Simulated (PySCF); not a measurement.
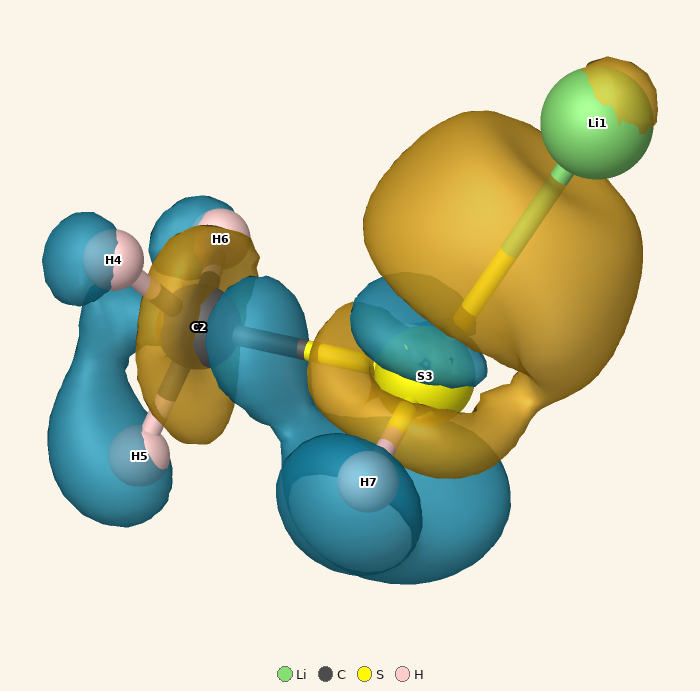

Figure. CH4LiS, charge +1, SMILES `[Li+].CS`. Density of the complex less the densities of the two fragments at the same geometry, ±0.015 e/Å³ (yellow: gain, teal: loss). Fragment A: Li(+1) (atom 1); fragment B: H4CS.

PySCF calculation, B3LYP/def2-TZVP, gas phase; geometry: GFN2-xTB. GFN2-xTB bond lengths at metals and heavier atoms can be off by up to 0.1 Å and shapes distorted, which carries into these values.

Coordinates in Å:

```
Li1     -2.2293    1.0920   -0.1151
C2       1.3034    0.3790   -0.0357
S3      -0.3580   -0.3703    0.1028
H4       1.4187    0.8798   -0.9915
H5       2.0342   -0.4178    0.0783
H6       1.4003    1.0842    0.7852
H7      -0.2571   -1.1715   -0.9569
```

Q: Which way does charge flow?

A: Hirshfeld charges show 0.070 e passing from B to A. By Hirshfeld charges, electrons gather most on Li1 (−0.070 e) and leave H7 most (+0.038 e); 0.29 e is displaced in all.

Q: What is the interaction energy, and which contacts carry it?

A: The counterpoise-corrected interaction energy of the frozen fragments is −28.9 kcal/mol without dispersion correction and −30.6 kcal/mol with D3(BJ). D3 uses neutral-atom coefficients and tends to overbind metal cations. The pair geometry is semi-empirical, not a minimum at this level. Contacts: Li1···S3, 2.38 Å, ρ = 0.024 a.u. The pose is a local one from a semi-empirical search, not shown to be the most stable.
